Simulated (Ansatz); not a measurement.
# Calculations on CSO

## 1. Relaxation

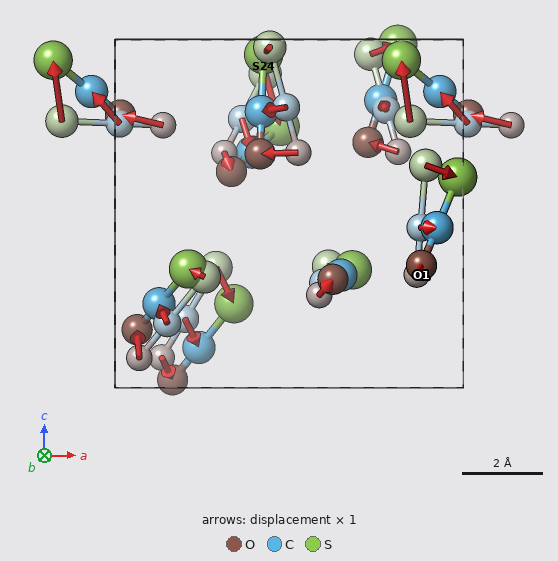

A relaxation of an amorphous cell of composition CSO. The starting structure is drawn faded, the final one solid; red arrows show the displacements, at their true length.

A ball-and-stick model of the cell of the calculation, seen along the b axis.

The cell holds 8 OCS. The run prepares the start of a later molecular dynamics calculation, from a guessed geometry.

Theory: Ansatz 0.2.0, DFT PBE-D3(BJ), scalar-relativistic, plane waves, PAW. Set-up: plane-wave cutoff 420 eV; k-point mesh 1 × 1 × 1; occupations fermi dirac; smearing width 0.05 eV; no spin polarisation; atoms relaxed in a fixed cell; force threshold 0.3 eV/Å; at most 15 steps.

### Which element moves most?

Sulfur: up to 1.75 Å, against 1.16 Å for carbon.

### Describe the change and its energy.

The largest move is that of an S atom, 1.75 Å roughly along [0 −1 2]. By element the largest moves are S 1.75 Å, C 1.16 Å, O 1.14 Å. The lattice vectors keep their values. Near-neighbour distances that change, for instance: C–O 1.179 → 1.167 Å. Over 13 geometry steps the energy falls by 52.7 meV per atom. Largest force component: 0.9 eV/Å at the start, 0.17 eV/Å at the end. The forces were under the threshold at step 5, but the run went on from there. The run took 45 s on 1 thread of Intel(R) Xeon(R) Platinum 8488C (Sapphire Rapids), with other jobs on the host, peak memory 0.63 GiB.

Limits of the set-up: the program's low-accuracy preset was used.

## 2. Dynamics

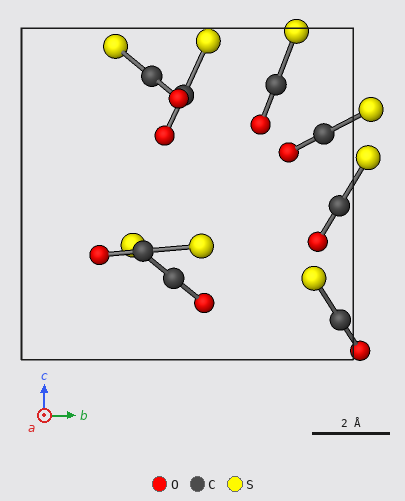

Starting frame of a dynamics run of a periodic cell with 8 OCS at 1.202 g/cm³. Style: ball-and-stick. Shown: the simulation cell, along the a axis.

Method: DFT PBE-D3(BJ), scalar-relativistic, plane waves, PAW in Ansatz 0.2.0.

The input:
```yaml
accuracy: low
crystal:
  lattice:
    - [8.724141, 0.0, 0.0]
    - [0.0, 8.724141, 0.0]
    - [0.0, 0.0, 8.724141]
  atoms:
    - { symbol: O, position: [0.88018295, -0.11054439, 0.35156671] }
    - { symbol: C, position: [0.9248642, -0.0453735, 0.45985095] }
    - { symbol: S, position: [0.98408041, 0.04152833, 0.60519468] }
    - { symbol: O, position: [1.01555518, 0.47027521, 0.78336746] }
    - { symbol: C, position: [0.9329136, 0.38902497, 0.85060297] }
    - { symbol: S, position: [0.82244133, 0.2797018, 0.94074146] }
    - { symbol: O, position: [0.06359832, 0.54719317, 0.16690972] }
    - { symbol: C, position: [0.12641668, 0.45503044, 0.24112906] }
    - { symbol: S, position: [0.21106843, 0.33256451, 0.34117184] }
    - { symbol: O, position: [0.16545333, 1.0173342, 0.02289116] }
    - { symbol: C, position: [0.24099602, 0.9574926, 0.11579609] }
    - { symbol: S, position: [0.34143891, 0.87781517, 0.2413871] }
    - { symbol: O, position: [0.62568646, 0.2310986, 0.31155212] }
    - { symbol: C, position: [0.64890138, 0.36284947, 0.3234378] }
    - { symbol: S, position: [0.68161892, 0.53875889, 0.33862318] }
    - { symbol: O, position: [0.33432987, 0.80194826, 0.62116094] }
    - { symbol: C, position: [0.3941171, 0.9079455, 0.67672691] }
    - { symbol: S, position: [0.47445707, 1.0501409, 0.75058959] }
    - { symbol: O, position: [0.72641797, 0.71703806, 0.70477229] }
    - { symbol: C, position: [0.76320185, 0.76366976, 0.82519859] }
    - { symbol: S, position: [0.81218345, 0.825257, 0.98618772] }
    - { symbol: O, position: [0.41680474, 0.4276816, 0.6717593] }
    - { symbol: C, position: [0.42033672, 0.48471132, 0.79303608] }
    - { symbol: S, position: [0.42693979, 0.55943232, 0.95655869] }
basis:
  ecutwfc: 420.0
kpoints:
  mp_grid: { grid: [1, 1, 1] }
hamiltonian:
  xc: pbe
  dispersion: d3bj
scf:
  occupations: { method: fermi_dirac, width: 0.05 }
  lower_state_search: "off"
md:
  timestep: 1.5
  n_steps: 300
  ensemble: nvt_langevin
  temperature: 300.0
  initial_velocities: maxwell_boltzmann
  seed: 578645
  friction: 0.02
```

Run as
```bash
ansatz run input.yaml --threads 1 --pin off --max-ram 3072MiB --backend cpu --events-out ev --progress --plain --runs-dir out
```

Predict how the run goes.

Over the second half the temperature averages 294 K (spread ±42 K). The potential energy in the second half lies on average 32.0 meV per atom above the first frame. Root-mean-square distances from the starting positions over the second half, with the common drift of all atoms taken out: O 0.74 Å, S 0.52 Å, C 0.46 Å. The heavy atoms stay within a fraction of a molecule's size of their starting places; so short a run doesn't tell a liquid from a solid.

Along the run (each row but the first and the last is the mean over the interval that it begins):

```tsv
time (fs)	potential energy (meV/atom)	T (K)
0.0	0.0	288
45.0	14.6	277
90.0	17.4	249
135.0	25.6	281
180.0	31.4	292
225.0	33.0	271
270.0	31.7	268
315.0	33.8	324
360.0	33.4	311
405.0	28.6	294
450.0	22.7	287
```

The paths of the atoms:

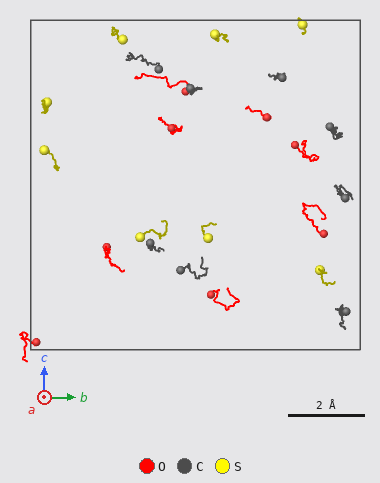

Limits of the set-up: the program's low-accuracy preset was used.

The run took 14 min on 1 thread of Intel(R) Xeon(R) Platinum 8488C (Sapphire Rapids), with other jobs on the host, peak memory 0.64 GiB.

## 3. Dynamics

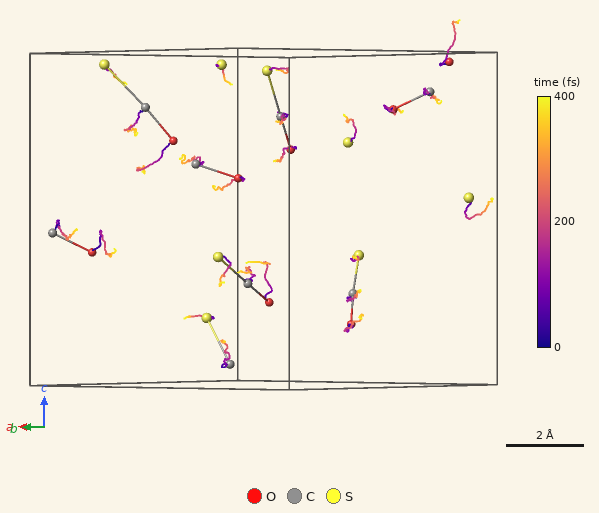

First-principles dynamics of a periodic cell with 8 OCS at 1.202 g/cm³, 400 fs long. It starts from the last geometry of an earlier run, with fresh velocities. Lines trace each atom's path, coloured by time; spheres stand at the starting positions. Seen from a free direction in the simulation cell.

Computed with Ansatz, DFT PBE-D3(BJ), scalar-relativistic, plane waves, PAW. Run with plane-wave cutoff 420 eV; k-point mesh 1 × 1 × 1; Fermi-Dirac smearing 0.05 eV; low-accuracy preset; Langevin thermostat (NVT); set temperature 300 K; time step 1 fs; friction 0.02 per fs.

Q: Describe the motion.

A: Root-mean-square distances from the starting positions over the second half, with the common drift of all atoms taken out: O 0.90 Å, C 0.56 Å, S 0.54 Å. The heavy atoms stay within a fraction of a molecule's size of their starting places; so short a run doesn't tell a liquid from a solid.

Limits of the set-up: the program's low-accuracy preset was used.

The run took 17 min on 1 thread of Intel(R) Xeon(R) Platinum 8488C (Sapphire Rapids), with other jobs on the host, peak memory 0.63 GiB.
